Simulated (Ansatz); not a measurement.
# AsH4 (doublet): wave-function methods side by side, aug-cc-pVDZ

Aim: climb from Hartree-Fock through coupled cluster and multireference methods for AsH4 (doublet) at one geometry and basis, and see what each rung misses.

Computed with Ansatz 0.2.0, Gaussian basis. Level: aug-cc-pVDZ, core rule «outside noble gas», up to 14 orbitals frozen.

The runs, in order: UHF; CCSD(T) on ROHF; CCSD(T) on UHF; BCCD(T) on ROHF; CISD; CCSDT(Q) on ROHF; CCSDT(Q) on UHF; CASSCF and MRCISD+Q, 9 electrons in 8 orbitals; CASSCF and NEVPT2, 9 electrons in 8 orbitals.

12 further runs of the same task are left out: 4 that didn't finish, 8 set aside as unsound or not needed.

## (1) What is computed

The geometry is a PBE0/def2-TZVPD stationary point (not a proven minimum) of the parent state, kept for this charge and spin. No spin-orbit coupling is included. The filled d shell of As may be among the frozen orbitals whatever the setting's name suggests; the logs give the count.

5 atoms, charge 0, spin multiplicity 2.

Atoms are counted from 1 here; the program's logs count them from 0.

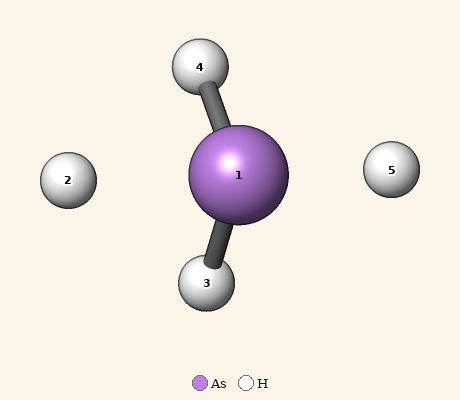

The structure; arsenic purple, hydrogen white; atoms are numbered from 1 in the order of the file.

Coordinates:

```xyz
5
AsH4
As    0.0320    0.0000    0.0000
H    -0.2144    0.0000    1.8300
H    -0.9738   -1.1394    0.0000
H    -0.9738    1.1394    0.0000
H    -0.2144    0.0000   -1.8300
```

In the tables R marks a restricted open-shell determinant and U an unrestricted one; 'valence' is the active space of 9 electrons in 8 orbitals; energies count from the table's Hartree-Fock row.

## (2) UHF

in.yaml reads:

```yaml
crystal:
  periodic: [false, false, false]
  atoms:
    - {symbol: As, position_ang: [0.031969, 0.000000, 0.000000]}
    - {symbol: H, position_ang: [-0.214355, 0.000000, 1.829972]}
    - {symbol: H, position_ang: [-0.973788, -1.139440, 0.000000]}
    - {symbol: H, position_ang: [-0.973791, 1.139438, 0.000000]}
    - {symbol: H, position_ang: [-0.214355, 0.000000, -1.829972]}
basis:
  gaussian: {orbitals: aug-cc-pVDZ}
magnetization: {spin_polarized: true, initial_magnetization: 1}
hamiltonian: {xc: hf}
output: {orbitals: {seedname: orbitals}}
```

Command:

```sh
> ansatz run in.yaml --threads 1 --pin off --events-out ev --progress --plain --max-ram 2393MiB
```

Log:

```text
Functional definition: HF
  name "HF"
  cite "Fock, Z. Phys. 61, 126 (1930) doi:10.1007/BF01340294"
  parent pbe
  exchange = exact_x
  correlation = 0
758 factors; integrals over basis functions are off by at most 9.8e-4 eV
mean field evaluation 1: about -60853.7923 eV, gradient 7.2e0 eV
mean field evaluation 2: about -60853.7926 eV, gradient 7.2e0 eV
mean field evaluation 4: about -60854.7596 eV, gradient 1.3e0 eV
mean field evaluation 8: about -60854.8037 eV, gradient 2.6e-3 eV
mean field -60854.80374063 eV, -2236.3727886006 hartree, gradient 2.6e-5 eV, S^2 0.870395; 0 other end points of the search recorded, 0 dependent functions left out
reference -60854.80374063 eV, -2236.3727886006 hartree; 19, 18 occupied and 53, 54 virtual orbitals, 758 factors
Total energy: -60854.80374063 eV, -2236.3727886006 hartree
```

Wall time 1.3 s (1 thread of Arm Neoverse V1, shared host).

From the report: ⟨S²⟩ of the determinant 0.870 (pure doublet: 0.75).

## (3) CCSD(T) on ROHF

Edit in.yaml of step 2 so:

```diff
@@ -10,4 +10,4 @@
   gaussian: {orbitals: aug-cc-pVDZ}
-magnetization: {spin_polarized: true, initial_magnetization: 1}
-hamiltonian: {xc: hf}
-output: {orbitals: {seedname: orbitals}}
+magnetization: {spin_polarized: false, initial_magnetization: 1}
+correlation: {method: ccsd_t, electrons: outside_noble_gas}
+output: {forces: true}
```

The command is unchanged.

Log (excerpt; [...] marks lines left out):

```text
Functional definition: HF
  name "HF"
  cite "Fock, Z. Phys. 61, 126 (1930) doi:10.1007/BF01340294"
  parent pbe
[...]
758 factors; integrals over basis functions are off by at most 9.8e-4 eV
[...]
mean field -60854.27127733 eV, -2236.3532209353 hartree, gradient 2.5e-6 eV, S^2 0.750000; 5 other end points of the search recorded, 0 dependent functions left out
[...]
determinant -60854.27127733 eV, -2236.3532209353 hartree, with singles and doubles -60859.56800570 eV, -2236.5478721128 hartree
determinant -60854.26333330 eV, -2236.3529289978 hartree, with singles and doubles -60859.57985290 eV, -2236.5483074893 hartree
determinant -60854.27127733 eV, -2236.3532209353 hartree, with singles and doubles -60859.54162480 eV, -2236.5469026325 hartree
determinant -60854.26333330 eV, -2236.3529289978 hartree, with singles and doubles -60859.54459066 eV, -2236.5470116259 hartree
[...]
reference -60854.26333330 eV, -2236.3529289978 hartree; 5, 4 occupied and 53, 54 virtual orbitals, 758 factors
second order -4.19730467 eV of doubles, -0.21445192 eV of singles
cycle   1  -5.28125804 eV  change   -6.8e-7 eV  update   2.7e-6
[...]
cycle   3  -5.28125876 eV  change   -3.7e-8 eV  update   5.5e-7
perturbative correction -0.16580127 eV, -0.0060930844 hartree
[...]
Total energy: -60859.71039334 eV, -2236.5531047620 hartree
Atom 0 at     0.031969     0.000000     0.000000 Å, force    -0.482859    -0.000001    -0.000000 eV/Å
Atom 1 at    -0.214355     0.000000     1.829972 Å, force     0.494505     0.000001    -0.952718 eV/Å
Atom 2 at    -0.973788    -1.139440     0.000000 Å, force    -0.253075    -0.015361     0.000000 eV/Å
Atom 3 at    -0.973791     1.139438     0.000000 Å, force    -0.253075     0.015360     0.000000 eV/Å
Atom 4 at    -0.214355     0.000000    -1.829972 Å, force     0.494505     0.000001     0.952718 eV/Å
Dipole moment:    -0.015624    -0.000000     0.000000 e Å
```

Run time: 18 s. Hardware: 1 thread of Arm Neoverse V1, shared host; peak memory 0.34 GiB.

From the report: correlation -5.4471 eV; T1 0.032; largest double amplitude 0.11.

## (4) CCSD(T) on UHF

Edit in.yaml of step 3 so:

```diff
@@ -10,3 +10,3 @@
   gaussian: {orbitals: aug-cc-pVDZ}
-magnetization: {spin_polarized: false, initial_magnetization: 1}
+magnetization: {spin_polarized: true, initial_magnetization: 1}
 correlation: {method: ccsd_t, electrons: outside_noble_gas}
```

Launched as before.

Log (excerpt; [...] marks lines left out):

```text
Functional definition: HF
  name "HF"
  cite "Fock, Z. Phys. 61, 126 (1930) doi:10.1007/BF01340294"
  parent pbe
[...]
758 factors; integrals over basis functions are off by at most 9.8e-4 eV
[...]
mean field -60854.80374063 eV, -2236.3727886006 hartree, gradient 1.4e-6 eV, S^2 0.870395; 0 other end points of the search recorded, 0 dependent functions left out
14 core orbitals not correlated: weight in the atoms' cores, before any rotation towards them, 1.000 or more for the frozen orbitals, at most 0.000 for the correlated occupied ones
reference -60854.80374063 eV, -2236.3727886006 hartree; 5, 4 occupied and 53, 54 virtual orbitals, 758 factors
second order -3.76580232 eV of doubles, -0.00000000 eV of singles
cycle   1  -4.38651980 eV  change   -6.2e-1 eV  update   7.4e-2
[...]
cycle  13  -4.75291753 eV  change    2.5e-6 eV  update   9.1e-7
perturbative correction -0.15151159 eV, -0.0055679482 hartree
[...]
Total energy: -60859.70816975 eV, -2236.5530230465 hartree
Atom 0 at     0.031969     0.000000     0.000000 Å, force    -0.486047    -0.000001     0.000000 eV/Å
Atom 1 at    -0.214355     0.000000     1.829972 Å, force     0.495456     0.000001    -0.956317 eV/Å
Atom 2 at    -0.973788    -1.139440     0.000000 Å, force    -0.252432    -0.014752    -0.000000 eV/Å
Atom 3 at    -0.973791     1.139438     0.000000 Å, force    -0.252433     0.014751    -0.000000 eV/Å
Atom 4 at    -0.214355     0.000000    -1.829972 Å, force     0.495456     0.000001     0.956317 eV/Å
Dipole moment:    -0.015604    -0.000000    -0.000000 e Å
```

Wall time 13 s (1 thread of Arm Neoverse V1, shared host); peak memory 0.34 GiB.

From the report: ⟨S²⟩ of the determinant 0.870 (pure doublet: 0.75); correlation -4.9044 eV; T1 0.028; largest double amplitude 0.08.

## (5) BCCD(T) on ROHF

Edit in.yaml of step 4 so:

```diff
@@ -10,4 +10,3 @@
   gaussian: {orbitals: aug-cc-pVDZ}
-magnetization: {spin_polarized: true, initial_magnetization: 1}
-correlation: {method: ccsd_t, electrons: outside_noble_gas}
-output: {forces: true}
+magnetization: {spin_polarized: false, initial_magnetization: 1}
+correlation: {method: bccd_t, electrons: outside_noble_gas}
```

Launched as before.

Log (excerpt; [...] marks lines left out):

```text
Functional definition: HF
  name "HF"
  cite "Fock, Z. Phys. 61, 126 (1930) doi:10.1007/BF01340294"
  parent pbe
[...]
758 factors; integrals over basis functions are off by at most 9.8e-4 eV
[...]
mean field -60854.27127733 eV, -2236.3532209353 hartree, gradient 2.5e-6 eV, S^2 0.750000; 5 other end points of the search recorded, 0 dependent functions left out
[...]
determinant -60854.27127733 eV, -2236.3532209353 hartree, with singles and doubles -60859.56800570 eV, -2236.5478721128 hartree
determinant -60854.26333330 eV, -2236.3529289978 hartree, with singles and doubles -60859.57985290 eV, -2236.5483074893 hartree
determinant -60854.27127733 eV, -2236.3532209353 hartree, with singles and doubles -60859.54162480 eV, -2236.5469026325 hartree
determinant -60854.26333330 eV, -2236.3529289978 hartree, with singles and doubles -60859.54459066 eV, -2236.5470116259 hartree
14 core orbitals not correlated: weight in the atoms' cores, before any rotation towards them, 1.000 or more for the frozen orbitals, at most 0.000 for the correlated occupied ones
reference -60854.26333330 eV, -2236.3529289978 hartree; 5, 4 occupied and 53, 54 virtual orbitals, 758 factors
second order -4.19730467 eV of doubles, -0.21445192 eV of singles
cycle   1  -5.29134614 eV  change   -1.0e-2 eV  update   6.8e-3
[...]
cycle   9  -5.28441549 eV  change   -2.4e-6 eV  update   5.6e-6
perturbative correction -0.16172420 eV, -0.0059432546 hartree
Total energy: -60859.70947299 eV, -2236.5530709396 hartree
```

Run time: 11 s. Hardware: 1 thread of Arm Neoverse V1, shared host; peak memory 0.3 GiB.

From the report: correlation -5.4461 eV; largest double amplitude 0.10.

## (6) CISD

Edit in.yaml of step 5 so:

```diff
@@ -11,2 +11,2 @@
 magnetization: {spin_polarized: false, initial_magnetization: 1}
-correlation: {method: bccd_t, electrons: outside_noble_gas}
+correlation: {active_space: {ras: {orbitals: [4, 1, 53], electrons: 9, max_holes: 2, max_particles: 2}, fixed_orbitals: true}}
```

Same command.

Log:

```text
Functional definition: HF
  name "HF"
  cite "Fock, Z. Phys. 61, 126 (1930) doi:10.1007/BF01340294"
  parent pbe
  exchange = exact_x
  correlation = 0
758 factors; integrals over basis functions are off by at most 9.8e-4 eV
mean field evaluation 1: about -60853.7799 eV, gradient 7.9e0 eV
mean field evaluation 2: about -60853.7802 eV, gradient 7.9e0 eV
mean field evaluation 4: about -60854.2614 eV, gradient 4.6e-1 eV
mean field evaluation 8: about -60854.2633 eV, gradient 6.6e-4 eV
mean field evaluation 16: about -60854.2679 eV, gradient 2.5e-1 eV
mean field evaluation 32: about -60854.2633 eV, gradient 6.9e-6 eV
mean field -60854.27127733 eV, -2236.3532209353 hartree, gradient 2.5e-6 eV, S^2 0.750000; 4 other end points of the search recorded, 0 dependent functions left out
reference -60854.27127733 eV, -2236.3532209353 hartree; 19, 18 occupied and 53, 54 virtual orbitals, 758 factors
state -60859.14275627 eV, -2236.5322444843 hartree
Total energy: -60859.14275627 eV, -2236.5322444843 hartree
```

It took 5.5 s on 1 thread of Arm Neoverse V1, shared host.

From the report: 60,512 determinants.

## (7) CCSDT(Q) on ROHF

Edit in.yaml of step 6 so:

```diff
@@ -11,2 +11,2 @@
 magnetization: {spin_polarized: false, initial_magnetization: 1}
-correlation: {active_space: {ras: {orbitals: [4, 1, 53], electrons: 9, max_holes: 2, max_particles: 2}, fixed_orbitals: true}}
+correlation: {method: ccsdt_q, electrons: outside_noble_gas}
```

The command is unchanged.

Log (excerpt; [...] marks lines left out):

```text
Functional definition: HF
  name "HF"
  cite "Fock, Z. Phys. 61, 126 (1930) doi:10.1007/BF01340294"
  parent pbe
[...]
1273 factors; integrals over basis functions are off by at most 2.4e-7 eV
[...]
mean field -60854.27133558 eV, -2236.3532230761 hartree, gradient 2.4e-6 eV, S^2 0.750000; 5 other end points of the search recorded, 0 dependent functions left out
[...]
determinant -60854.27133558 eV, -2236.3532230761 hartree, with singles and doubles -60859.56806713 eV, -2236.5478743700 hartree
determinant -60854.26339125 eV, -2236.3529311273 hartree, with singles and doubles -60859.57991468 eV, -2236.5483097597 hartree
determinant -60854.27133558 eV, -2236.3532230761 hartree, with singles and doubles -60859.54167505 eV, -2236.5469044790 hartree
determinant -60854.26339125 eV, -2236.3529311273 hartree, with singles and doubles -60859.54464171 eV, -2236.5470135018 hartree
14 core orbitals not correlated: weight in the atoms' cores, before any rotation towards them, 1.000 or more for the frozen orbitals, at most 0.000 for the correlated occupied ones
reference -60854.26339125 eV, -2236.3529311273 hartree; 5, 4 occupied and 53, 54 virtual orbitals, 1273 factors
second order -4.19731858 eV of doubles, -0.21445230 eV of singles
cycle   1  -5.01297738 eV  change   -5.9e-1 eV  update   7.8e-2
[...]
cycle  16  -5.47484175 eV  change    6.8e-8 eV  update   3.1e-7
perturbative correction -0.00754359 eV, -0.0002772218 hartree
Total energy: -60859.74577660 eV, -2236.5544050727 hartree
```

Run time: 98 s. Hardware: 1 thread of Arm Neoverse V1, shared host; peak memory 0.86 GiB.

From the report: correlation -5.4824 eV; T1 0.032; largest double amplitude 0.12.

## (8) CCSDT(Q) on UHF

Edit in.yaml of step 7 so:

```diff
@@ -10,3 +10,3 @@
   gaussian: {orbitals: aug-cc-pVDZ}
-magnetization: {spin_polarized: false, initial_magnetization: 1}
+magnetization: {spin_polarized: true, initial_magnetization: 1}
 correlation: {method: ccsdt_q, electrons: outside_noble_gas}
```

Same command.

Log (excerpt; [...] marks lines left out):

```text
Functional definition: HF
  name "HF"
  cite "Fock, Z. Phys. 61, 126 (1930) doi:10.1007/BF01340294"
  parent pbe
[...]
1273 factors; integrals over basis functions are off by at most 2.4e-7 eV
[...]
mean field -60854.80379962 eV, -2236.3727907686 hartree, gradient 1.4e-6 eV, S^2 0.870395; 0 other end points of the search recorded, 0 dependent functions left out
14 core orbitals not correlated: weight in the atoms' cores, before any rotation towards them, 1.000 or more for the frozen orbitals, at most 0.000 for the correlated occupied ones
reference -60854.80379962 eV, -2236.3727907686 hartree; 5, 4 occupied and 53, 54 virtual orbitals, 1273 factors
second order -3.76581389 eV of doubles, -0.00000000 eV of singles
cycle   1  -4.38650987 eV  change   -6.2e-1 eV  update   8.1e-2
[...]
cycle  16  -4.93519555 eV  change   -3.8e-8 eV  update   4.0e-7
perturbative correction -0.00694638 eV, -0.0002552747 hartree
Total energy: -60859.74594155 eV, -2236.5544111344 hartree
```

Wall time 80 s (1 thread of Arm Neoverse V1, shared host); peak memory 0.75 GiB.

From the report: ⟨S²⟩ of the determinant 0.870 (pure doublet: 0.75); correlation -4.9421 eV; T1 0.029; largest double amplitude 0.09.

## (9) CASSCF and MRCISD+Q, 9 electrons in 8 orbitals

Edit in.yaml of step 8 so:

```diff
@@ -10,3 +10,3 @@
   gaussian: {orbitals: aug-cc-pVDZ}
-magnetization: {spin_polarized: true, initial_magnetization: 1}
-correlation: {method: ccsdt_q, electrons: outside_noble_gas}
+magnetization: {spin_polarized: false, initial_magnetization: 1}
+correlation: {method: fic_mrcisd_q, electrons: outside_noble_gas, active_space: {window: {electrons: 9, orbitals: 8}, shells: [{species: As, l: s, shell: 4}, {species: As, l: p, shell: 4}, {species: H, l: s, shell: 1}]}}
```

Launched as before.

Log (excerpt; [...] marks lines left out):

```text
Functional definition: HF
  name "HF"
  cite "Fock, Z. Phys. 61, 126 (1930) doi:10.1007/BF01340294"
  parent pbe
[...]
1273 factors; integrals over basis functions are off by at most 2.4e-7 eV
[...]
mean field -60854.27133558 eV, -2236.3532230761 hartree, gradient 2.4e-6 eV, S^2 0.750000; 4 other end points of the search recorded, 0 dependent functions left out
reference -60854.27133558 eV, -2236.3532230761 hartree; 19, 18 occupied and 53, 54 virtual orbitals, 1273 factors
state -60856.36937413 eV, -2236.4303245706 hartree
contracted CI cycle   1: correlation 0.00000000 eV, 0.0000000000 hartree, residual 1.36e1 eV
contracted CI cycle   2: correlation -3.02087073 eV, -0.1110149517 hartree, residual 2.78e0 eV
contracted CI cycle   3: correlation -3.14775950 eV, -0.1156780278 hartree, residual 5.68e-1 eV
contracted CI cycle   4: correlation -3.15343727 eV, -0.1158866822 hartree, residual 1.40e-1 eV
contracted CI cycle   5: correlation -3.15376765 eV, -0.1158988234 hartree, residual 3.27e-2 eV
contracted CI cycle   6: correlation -3.15378558 eV, -0.1158994822 hartree, residual 7.54e-3 eV
contracted CI cycle   7: correlation -3.15378653 eV, -0.1158995173 hartree, residual 1.77e-3 eV
contracted CI cycle   8: correlation -3.15378658 eV, -0.1158995192 hartree, residual 4.22e-4 eV
state -60856.36937413 eV, -2236.4303245706 hartree; corrected -60859.72801150 eV, -2236.5537522173 hartree
Total energy: -60859.72801150 eV, -2236.5537522173 hartree
Checks for a lower state left out: starts, orbital_swaps
```

It took 9.5 s on 1 thread of Arm Neoverse V1, shared host; peak memory 0.29 GiB.

From the report: 1,000 determinants; active occupations 1.99, 1.97, 1.97, 1.93, 1.00, 0.07, 0.03, 0.03.

## (10) CASSCF and NEVPT2, 9 electrons in 8 orbitals

Edit in.yaml of step 9 so:

```diff
@@ -11,2 +11,2 @@
 magnetization: {spin_polarized: false, initial_magnetization: 1}
-correlation: {method: fic_mrcisd_q, electrons: outside_noble_gas, active_space: {window: {electrons: 9, orbitals: 8}, shells: [{species: As, l: s, shell: 4}, {species: As, l: p, shell: 4}, {species: H, l: s, shell: 1}]}}
+correlation: {method: sc_nevpt2, electrons: outside_noble_gas, active_space: {window: {electrons: 9, orbitals: 8}, shells: [{species: As, l: s, shell: 4}, {species: As, l: p, shell: 4}, {species: H, l: s, shell: 1}]}}
```

Launched as before.

Log:

```text
Functional definition: HF
  name "HF"
  cite "Fock, Z. Phys. 61, 126 (1930) doi:10.1007/BF01340294"
  parent pbe
  exchange = exact_x
  correlation = 0
1273 factors; integrals over basis functions are off by at most 2.4e-7 eV
mean field evaluation 1: about -60853.7799 eV, gradient 7.9e0 eV
mean field evaluation 2: about -60853.7802 eV, gradient 7.9e0 eV
mean field evaluation 4: about -60854.2621 eV, gradient 4.6e-1 eV
mean field evaluation 8: about -60854.2634 eV, gradient 6.6e-4 eV
mean field evaluation 16: about -60854.2679 eV, gradient 2.5e-1 eV
mean field evaluation 32: about -60854.2634 eV, gradient 7.1e-6 eV
mean field -60854.27133558 eV, -2236.3532230761 hartree, gradient 2.4e-6 eV, S^2 0.750000; 4 other end points of the search recorded, 0 dependent functions left out
reference -60854.27133558 eV, -2236.3532230761 hartree; 19, 18 occupied and 53, 54 virtual orbitals, 1273 factors
state -60856.36937413 eV, -2236.4303245706 hartree
state -60856.36937413 eV, -2236.4303245706 hartree; corrected -60858.90692366 eV, -2236.5235777958 hartree
Total energy: -60858.90692366 eV, -2236.5235777958 hartree
Checks for a lower state left out: starts, orbital_swaps
```

Wall time 8 s (1 thread of Arm Neoverse V1, shared host).

From the report: 1,000 determinants; active occupations 1.99, 1.97, 1.97, 1.93, 1.00, 0.07, 0.03, 0.03.

## (11) How many determinants matter

Natural occupations of the CASSCF valence state about the gap (report; correlated orbitals 1 to 8): 1.992, 1.972, 1.969, 1.930, 1.004, 0.072, 0.034, 0.028. The count of effectively unpaired electrons, Σ n²(2 − n)², is 1.05; a single determinant of this spin has 1.

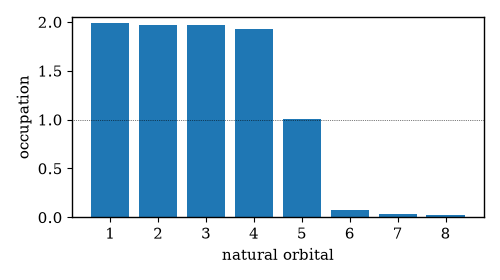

Natural occupations of the CASSCF valence state.

## (12) The ladder

The yardstick is UCCSDT(Q), where the cluster series has nearly closed. Rows without a time come out of other runs: HF, MP2 and CCSD of CCSD(T), CCSDT of CCSDT(Q), CASSCF and MRCISD of the multireference runs. The times of RCCSD(T), UCCSD(T) include forces.

Differences are taken before rounding.

| method | energy from the lowest RHF (kJ/mol) | from UCCSDT(Q) (kJ/mol) | time |
| --- | --- | --- | --- |
| RHF | 0.0 | +528.2 |  |
| UHF | -51.4 | +476.8 |  |
| RMP2 | -424.9 | +103.3 |  |
| UMP2 | -414.7 | +113.5 |  |
| CISD | -470.0 | +58.2 | 5.5 s |
| RCCSD | -508.8 | +19.4 |  |
| UCCSD | -510.0 | +18.3 |  |
| RCCSD(T) | -524.8 | +3.4 | 18 s |
| UCCSD(T) | -524.6 | +3.6 | 13 s |
| BCCD(T) | -524.7 | +3.5 | 11 s |
| RCCSDT | -527.5 | +0.7 |  |
| UCCSDT | -527.6 | +0.7 |  |
| RCCSDT(Q) | -528.2 | 0.0 | 98 s |
| UCCSDT(Q) | -528.2 | 0 | 80 s |
| CASSCF valence | -202.4 | +325.8 |  |
| NEVPT2 valence | -447.3 | +81.0 | 8 s |
| MRCISD valence | -506.7 | +21.5 |  |
| MRCISD+Q valence | -526.5 | +1.7 | 9.5 s |

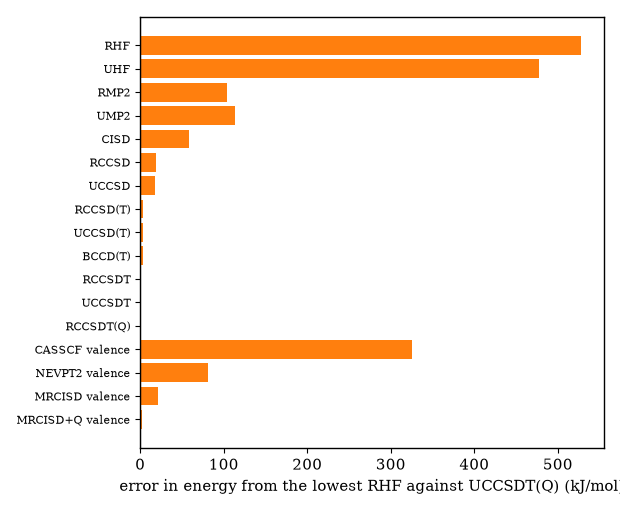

Deviations from UCCSDT(Q), method by method.

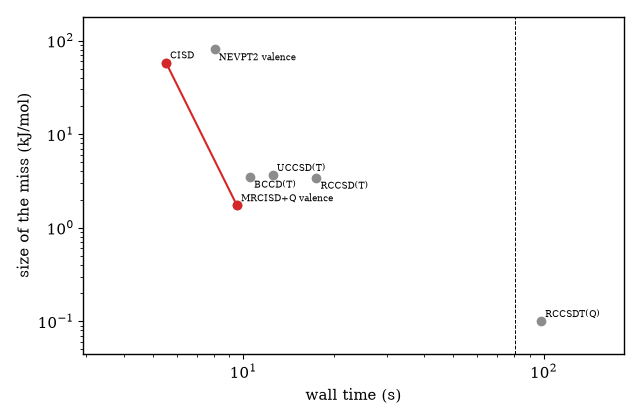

Accuracy for the time spent; red marks the levels that beat every quicker one drawn (of those quicker than the yardstick), and the dashed line is the time of UCCSDT(Q). Misses under 0.1 kJ/mol are drawn at that value. Times are from a shared host.

## (13) What came out

| quantity | value |
| --- | --- |
| UCCSDT(Q) below the RHF energy | -5.4747 eV |
| RMP2 from UCCSDT(Q) | +103.3 kJ/mol |
| UMP2 from UCCSDT(Q) | +113.5 kJ/mol |
| RCCSD from UCCSDT(Q) | +19.4 kJ/mol |
| RCCSD(T) from UCCSDT(Q) | +3.4 kJ/mol |
| UCCSD(T) from UCCSDT(Q) | +3.6 kJ/mol |
| RCCSDT(Q) from UCCSDT(Q) | 0.0 kJ/mol |
| NEVPT2 valence from UCCSDT(Q) | +81.0 kJ/mol |
| MRCISD+Q valence from UCCSDT(Q) | +1.7 kJ/mol |
| levels within 1 kcal/mol (43 meV) | RCCSD(T), UCCSD(T), BCCD(T), RCCSDT, UCCSDT, RCCSDT(Q), MRCISD+Q valence |
| T1 diagnostic | 0.032 |
| effectively unpaired electrons | 1.05 |

What this shows: RCCSD(T) misses by +3.4 kJ/mol, 0.6 % of the correlation energy. One determinant dominates. Of the multireference levels listed MRCISD+Q valence comes nearest in total energy (+1.7 kJ/mol), which doesn't show that its space is the better one. Coupled cluster took another determinant than the lowest Hartree-Fock one. These misses are within one basis, not against nature; the frozen cores of restricted and unrestricted runs differ, which can shift their rows.

MRCISD+Q valence reaches 1.7 kJ/mol from the reference in 9.5 s, where UCCSDT(Q) took 80 s; the quickest level in the cost chart, CISD, takes 5.5 s and misses by 58.2 kJ/mol.
